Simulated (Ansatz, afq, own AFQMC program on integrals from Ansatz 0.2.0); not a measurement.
**O₂ (triplet): AFQMC on the coupled-cluster ladder, 6-31G, part 1 of 2**

How near does AFQMC come to the top of the ladder for O₂ (triplet)?

Computed with Ansatz 0.2.0, Gaussian basis, and an in-house AFQMC program (afq) on its integrals; all values are calculated. Level: 6-31G, frozen cores.

To be run: Full CI; PBE (unrestricted); r2SCAN (unrestricted); PBE0 (unrestricted); B3LYP (unrestricted); wB97M-V (unrestricted); B2PLYP (unrestricted); CCSD(T) on UHF; CCSDT(Q) on UHF; CCSDTQ on UHF; Phaseless AFQMC, CISD trial on UHF; Phaseless AFQMC, single-determinant trial on UHF; Free-projection AFQMC, CISD trial on UHF; Free-projection AFQMC, CISD trial on UHF; Free-projection AFQMC, CISD trial on UHF.

## (1) The system

The geometry is a PBE0/def2-TZVP stationary point (not a proven minimum).

2 atoms, charge 0, spin multiplicity 3.

Atoms are counted from 1 here; the program's logs count them from 0.

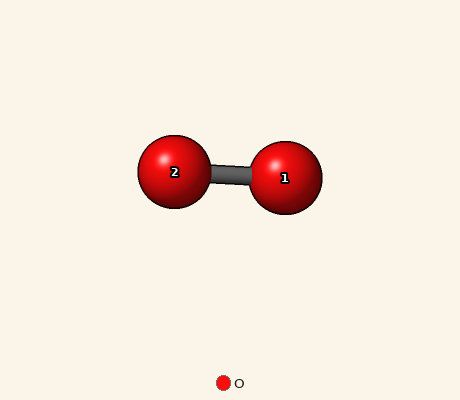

The structure; oxygen red; atoms are numbered from 1 in the order of the file.

Coordinates:

```xyz
2
charge 0, multiplicity 3
O     0.0000    0.0000    0.0000
O     0.0000    0.0000    1.1928
```

## (2) Full CI

Contents of in.yaml:

```yaml
crystal:
  periodic: [false, false, false]
  atoms:
    - {symbol: O, position_ang: [0.000000, 0.000000, 0.000000]}
    - {symbol: O, position_ang: [0.000000, 0.000000, 1.192820]}
basis:
  gaussian: {orbitals: 6-31G}
magnetization: {spin_polarized: false, initial_magnetization: 2}
correlation: {method: fci, electrons: outside_noble_gas}
```

Started as:

```bash
$ ansatz run in.yaml --threads 1 --pin off --events-out ev --progress --plain --max-ram 1843MiB
```

Output:

```text
Functional definition: HF
  name "HF"
  cite "Fock, Z. Phys. 61, 126 (1930) doi:10.1007/BF01340294"
  parent pbe
  exchange = exact_x
  correlation = 0
272 factors; integrals over basis functions are off by at most 3.9e-8 eV
mean field evaluation 1: about -4068.4235 eV, gradient 1.2e1 eV
mean field evaluation 2: about -4068.4534 eV, gradient 1.2e1 eV
mean field evaluation 4: about -4068.8780 eV, gradient 6.1e-1 eV
mean field evaluation 8: about -4068.8792 eV, gradient 4.2e-4 eV
mean field evaluation 16: about -4068.8839 eV, gradient 1.7e-1 eV
mean field evaluation 32: about -4068.8792 eV, gradient 2.2e-3 eV
mean field -4068.88469883 eV, -149.5287546929 hartree, gradient 1.1e-6 eV, S^2 2.000000; 4 other end points of the search recorded, 0 dependent functions left out
mean field evaluation 64: about -4069.0277 eV, gradient 2.3e0 eV
2 core orbitals not correlated: weight in the atoms' cores, before any rotation towards them, 1.000 or more for the frozen orbitals, at most 0.000 for the correlated occupied ones
reference -4068.87915617 eV, -149.5285510040 hartree; 7, 5 occupied and 9, 11 virtual orbitals, 272 factors
state -4075.82097906 eV, -149.7836582897 hartree
Total energy: -4075.82097906 eV, -149.7836582897 hartree
```

Wall time 3.4 min (1 thread of Arm Neoverse V1, shared host); peak memory 0.85 GiB.

From the report: 8,014,464 determinants, symmetry B1g.

## (3) PBE (unrestricted)

Contents of in.yaml:

```yaml
crystal:
  periodic: [false, false, false]
  atoms:
    - {symbol: O, position_ang: [0.000000, 0.000000, 0.000000]}
    - {symbol: O, position_ang: [0.000000, 0.000000, 1.192820]}
basis:
  gaussian: {orbitals: 6-31G}
magnetization: {spin_polarized: true, initial_magnetization: 2}
hamiltonian: {xc: {name: PBE}}
output: {orbitals: {seedname: orbitals}}
```

Launched as before.

Output:

```text
Functional definition: PBE
  name "PBE"
  cite "Perdew, Burke & Ernzerhof, Phys. Rev. Lett. 77, 3865 (1996) doi:10.1103/PhysRevLett.77.3865"
  parent pbe
  parameter kappa = 0.804
  parameter beta = 0.06672455060314922
  exchange = pbe_x(kappa = kappa, mu = beta*pi^2/3)
  correlation = pbe_c(beta = beta)
155 factors; integrals over basis functions are off by at most 9.7e-5 eV
mean field evaluation 1: about -4084.6767 eV, gradient 1.0e1 eV
mean field evaluation 2: about -4084.9244 eV, gradient 7.6e0 eV
mean field evaluation 4: about -4085.1342 eV, gradient 3.3e-2 eV
mean field evaluation 8: about -4085.1212 eV, gradient 1.0e-3 eV
mean field -4085.12116518 eV, -150.1254338258 hartree, gradient 1.1e-5 eV, S^2 2.002839; 0 other end points of the search recorded, 0 dependent functions left out
reference -4085.12117242 eV, -150.1254340918 hartree; 9, 7 occupied and 9, 11 virtual orbitals, 155 factors
Total energy: -4085.12117242 eV, -150.1254340918 hartree
```

Run time: 0.3 s. Hardware: 1 thread of Arm Neoverse V1, shared host.

From the report: ⟨S²⟩ of the determinant 2.003 (pure triplet: 2.00).

## (4) r2SCAN (unrestricted)

in.yaml, as its differences from that of step 3:

```diff
@@ -8,3 +8,2 @@
 magnetization: {spin_polarized: true, initial_magnetization: 2}
-hamiltonian: {xc: {name: PBE}}
-output: {orbitals: {seedname: orbitals}}
+hamiltonian: {xc: {name: r2SCAN}}
```

The command is unchanged.

Output:

```text
Functional definition: r2SCAN
  name "r2SCAN"
  cite "Furness, Kaplan, Ning, Perdew & Sun, J. Phys. Chem. Lett. 11, 8208 (2020) doi:10.1021/acs.jpclett.0c02405"
  cite "Furness, Kaplan, Ning, Perdew & Sun, J. Phys. Chem. Lett. 11, 9248 (2020) doi:10.1021/acs.jpclett.0c03077"
  parent r2scan
  parameter k0 = 0.174
  parameter k1 = 0.065
  parameter a1 = 4.9479
  exchange = r2scan_x(k0 = k0, k1 = k1, a1 = a1)
  correlation = r2scan_c
155 factors; integrals over basis functions are off by at most 9.7e-5 eV
mean field evaluation 1: about -4086.8095 eV, gradient 8.7e0 eV
mean field evaluation 2: about -4087.0617 eV, gradient 4.8e0 eV
mean field evaluation 4: about -4087.1481 eV, gradient 9.6e-2 eV
mean field evaluation 8: about -4087.1418 eV, gradient 1.1e-3 eV
mean field -4087.14176236 eV, -150.1996894026 hartree, gradient 6.4e-6 eV, S^2 2.007332; 0 other end points of the search recorded, 0 dependent functions left out
reference -4087.14176429 eV, -150.1996894735 hartree; 9, 7 occupied and 9, 11 virtual orbitals, 155 factors
Total energy: -4087.14176429 eV, -150.1996894735 hartree
```

Wall time 0.81 s (1 thread of Arm Neoverse V1, shared host).

From the report: ⟨S²⟩ of the determinant 2.007 (pure triplet: 2.00).

## (5) PBE0 (unrestricted)

in.yaml, as its differences from that of step 4:

```diff
@@ -8,2 +8,3 @@
 magnetization: {spin_polarized: true, initial_magnetization: 2}
-hamiltonian: {xc: {name: r2SCAN}}
+hamiltonian: {xc: {name: PBE0}}
+output: {orbitals: {seedname: orbitals}}
```

Launched as before.

Output:

```text
Functional definition: PBE0
  name "PBE0"
  cite "Adamo & Barone, J. Chem. Phys. 110, 6158 (1999) doi:10.1063/1.478522"
  cite "Perdew, Burke & Ernzerhof, Phys. Rev. Lett. 77, 3865 (1996) doi:10.1103/PhysRevLett.77.3865"
  parent pbe
  parameter a = 0.25
  parameter kappa = 0.804
  parameter beta = 0.06672455060314922
  exchange = (1 - a)*pbe_x(kappa = kappa, mu = beta*pi^2/3) + a*exact_x
  correlation = pbe_c(beta = beta)
155 factors; integrals over basis functions are off by at most 9.7e-5 eV
mean field evaluation 1: about -4084.4421 eV, gradient 7.5e0 eV
mean field evaluation 2: about -4084.6796 eV, gradient 2.7e0 eV
mean field evaluation 4: about -4084.7060 eV, gradient 7.3e-2 eV
mean field evaluation 8: about -4084.7067 eV, gradient 1.1e-3 eV
mean field -4084.70667809 eV, -150.1102017060 hartree, gradient 1.0e-5 eV, S^2 2.006776; 0 other end points of the search recorded, 0 dependent functions left out
reference -4084.70668346 eV, -150.1102019035 hartree; 9, 7 occupied and 9, 11 virtual orbitals, 155 factors
Total energy: -4084.70668346 eV, -150.1102019035 hartree
```

It took 0.3 s on 1 thread of Arm Neoverse V1, shared host.

From the report: ⟨S²⟩ of the determinant 2.007 (pure triplet: 2.00).

## (6) B3LYP (unrestricted)

in.yaml, as its differences from that of step 5:

```diff
@@ -8,3 +8,2 @@
 magnetization: {spin_polarized: true, initial_magnetization: 2}
-hamiltonian: {xc: {name: PBE0}}
-output: {orbitals: {seedname: orbitals}}
+hamiltonian: {xc: {name: B3LYP}}
```

The command is unchanged.

Output, cut to the lines that bear on the results:

```text
Functional definition: B3LYP
  name "B3LYP"
  cite "Stephens, Devlin, Chabalowski & Frisch, J. Phys. Chem. 98, 11623 (1994) doi:10.1021/j100096a001"
  cite "Becke, Phys. Rev. A 38, 3098 (1988) doi:10.1103/PhysRevA.38.3098"
  cite "Lee, Yang & Parr, Phys. Rev. B 37, 785 (1988) doi:10.1103/PhysRevB.37.785"
  cite "Vosko, Wilk & Nusair, Can. J. Phys. 58, 1200 (1980) doi:10.1139/p80-159"
[...]
155 factors; integrals over basis functions are off by at most 9.7e-5 eV
[...]
mean field -4088.92725901 eV, -150.2653051940 hartree, gradient 9.4e-6 eV, S^2 2.006148; 0 other end points of the search recorded, 0 dependent functions left out
reference -4088.92733337 eV, -150.2653079269 hartree; 9, 7 occupied and 9, 11 virtual orbitals, 155 factors
Total energy: -4088.92733337 eV, -150.2653079269 hartree
```

Wall time 0.33 s (1 thread of Arm Neoverse V1, shared host).

From the report: ⟨S²⟩ of the determinant 2.006 (pure triplet: 2.00).

## (7) wB97M-V (unrestricted)

in.yaml, as its differences from that of step 6:

```diff
@@ -8,2 +8,3 @@
 magnetization: {spin_polarized: true, initial_magnetization: 2}
-hamiltonian: {xc: {name: B3LYP}}
+hamiltonian: {xc: {name: wB97M-V}}
+output: {orbitals: {seedname: orbitals}}
```

Same command.

Output, cut to the lines that bear on the results:

```text
Functional definition: wB97M-V
  name "wB97M-V"
  cite "Mardirossian & Head-Gordon, J. Chem. Phys. 144, 214110 (2016) doi:10.1063/1.4952647"
  cite "Becke, J. Chem. Phys. 107, 8554 (1997) doi:10.1063/1.475007"
  cite "Vydrov & Van Voorhis, J. Chem. Phys. 133, 244103 (2010) doi:10.1063/1.3521275"
  # Of w^i u^j: cxij and so on, Table III.
[...]
  gx(w, u) = 1 - cx + cx01*u + cx10*w
  gss(w, u) = css00 + css04*u^4 + css10*w + css20*w^2 + css43*w^4*u^3
  gos(w, u) = cos00 + cos10*w + (cos20 + cos21*u)*w^2 + (cos60 + cos61*u)*w^6
[...]
      + integral(e_c_pw_mod_opposite_spin*gos(b97_w_opposite, b97_u_opposite)) + vv10(b, c)
155 factors; integrals over basis functions are off by at most 9.7e-5 eV
78 factors; integrals over basis functions are off by at most 1.9e-6 eV
[...]
mean field -4087.81374811 eV, -150.2243844233 hartree, gradient 1.1e-5 eV, S^2 2.006050; 0 other end points of the search recorded, 0 dependent functions left out
reference -4087.81375696 eV, -150.2243847485 hartree; 9, 7 occupied and 9, 11 virtual orbitals, 155 factors
Total energy: -4087.81375696 eV, -150.2243847485 hartree
```

Wall time 1.2 s (1 thread of Arm Neoverse V1, shared host).

From the report: ⟨S²⟩ of the determinant 2.006 (pure triplet: 2.00).

## (8) B2PLYP (unrestricted)

in.yaml, as its differences from that of step 7:

```diff
@@ -8,3 +8,3 @@
 magnetization: {spin_polarized: true, initial_magnetization: 2}
-hamiltonian: {xc: {name: wB97M-V}}
-output: {orbitals: {seedname: orbitals}}
+hamiltonian: {xc: {name: B2PLYP}}
+correlation: {electrons: outside_noble_gas}
```

The command is unchanged.

Output, cut to the lines that bear on the results:

```text
Functional definition: B2PLYP
  name "B2PLYP"
  cite "Grimme, J. Chem. Phys. 124, 034108 (2006) doi:10.1063/1.2148954"
  cite "Becke, Phys. Rev. A 38, 3098 (1988) doi:10.1103/PhysRevA.38.3098"
  cite "Lee, Yang & Parr, Phys. Rev. B 37, 785 (1988) doi:10.1103/PhysRevB.37.785"
[...]
155 factors; integrals over basis functions are off by at most 9.7e-5 eV
[...]
mean field -4082.44981794 eV, -150.0272636253 hartree, gradient 2.7e-7 eV, S^2 2.014273; 0 other end points of the search recorded, 0 dependent functions left out
2 core orbitals not correlated: weight in the atoms' cores, before any rotation towards them, 1.000 or more for the frozen orbitals, at most 0.000 for the correlated occupied ones
reference -4082.44986502 eV, -150.0272653555 hartree; 7, 5 occupied and 9, 11 virtual orbitals, 155 factors
second order -8.23453400 eV of doubles, -0.00000000 eV of singles
Total energy: -4084.67318920 eV, -150.1089710121 hartree
```

Run time: 0.36 s. Hardware: 1 thread of Arm Neoverse V1, shared host.

From the report: ⟨S²⟩ of the determinant 2.014 (pure triplet: 2.00).

## (9) CCSD(T) on UHF

in.yaml, as its differences from that of step 8:

```diff
@@ -8,3 +8,2 @@
 magnetization: {spin_polarized: true, initial_magnetization: 2}
-hamiltonian: {xc: {name: B2PLYP}}
-correlation: {electrons: outside_noble_gas}
+correlation: {method: ccsd_t, electrons: outside_noble_gas, hamiltonian_folder: ham}
```

The command is unchanged.

Output, cut to the lines that bear on the results:

```text
Functional definition: HF
  name "HF"
  cite "Fock, Z. Phys. 61, 126 (1930) doi:10.1007/BF01340294"
  parent pbe
[...]
155 factors; integrals over basis functions are off by at most 9.7e-5 eV
[...]
mean field -4069.34923903 eV, -149.5458262302 hartree, gradient 1.7e-6 eV, S^2 2.032716; 2 other end points of the search recorded, 0 dependent functions left out
2 core orbitals not correlated: weight in the atoms' cores, before any rotation towards them, 1.000 or more for the frozen orbitals, at most 0.000 for the correlated occupied ones
reference -4069.34923903 eV, -149.5458262302 hartree; 7, 5 occupied and 9, 11 virtual orbitals, 155 factors
second order -6.35815702 eV of doubles, -0.00000000 eV of singles
cycle   1  -5.96792864 eV  change    3.9e-1 eV  update   6.7e-2
[...]
cycle   8  -6.27148729 eV  change    4.9e-6 eV  update   7.1e-6
perturbative correction -0.14791201 eV, -0.0054356661 hartree
Total energy: -4075.76863832 eV, -149.7817348031 hartree
```

It took 0.33 s on 1 thread of Arm Neoverse V1, shared host.

From the report: ⟨S²⟩ of the determinant 2.033 (pure triplet: 2.00); correlation -6.4194 eV; T1 0.013; largest double amplitude 0.11.

This run also writes the integrals to the folder ham.

## (10) CCSDT(Q) on UHF

in.yaml, as its differences from that of step 9:

```diff
@@ -8,2 +8,2 @@
 magnetization: {spin_polarized: true, initial_magnetization: 2}
-correlation: {method: ccsd_t, electrons: outside_noble_gas, hamiltonian_folder: ham}
+correlation: {method: ccsdt_q, electrons: outside_noble_gas}
```

The command is unchanged.

Output, cut to the lines that bear on the results:

```text
Functional definition: HF
  name "HF"
  cite "Fock, Z. Phys. 61, 126 (1930) doi:10.1007/BF01340294"
  parent pbe
[...]
272 factors; integrals over basis functions are off by at most 3.9e-8 eV
[...]
mean field -4069.34937388 eV, -149.5458311861 hartree, gradient 1.7e-6 eV, S^2 2.032717; 2 other end points of the search recorded, 0 dependent functions left out
2 core orbitals not correlated: weight in the atoms' cores, before any rotation towards them, 1.000 or more for the frozen orbitals, at most 0.000 for the correlated occupied ones
reference -4069.34937388 eV, -149.5458311861 hartree; 7, 5 occupied and 9, 11 virtual orbitals, 272 factors
second order -6.35825204 eV of doubles, -0.00000000 eV of singles
cycle   1  -5.96800413 eV  change    3.9e-1 eV  update   7.5e-2
[...]
cycle  12  -6.42077297 eV  change   -1.4e-7 eV  update   5.4e-7
perturbative correction -0.05071464 eV, -0.0018637287 hartree
Total energy: -4075.82086149 eV, -149.7836539691 hartree
```

It took 3.5 s on 1 thread of Arm Neoverse V1, shared host.

From the report: ⟨S²⟩ of the determinant 2.033 (pure triplet: 2.00); correlation -6.4715 eV; T1 0.012; largest double amplitude 0.12.

(Continued in part 2 of 2.)
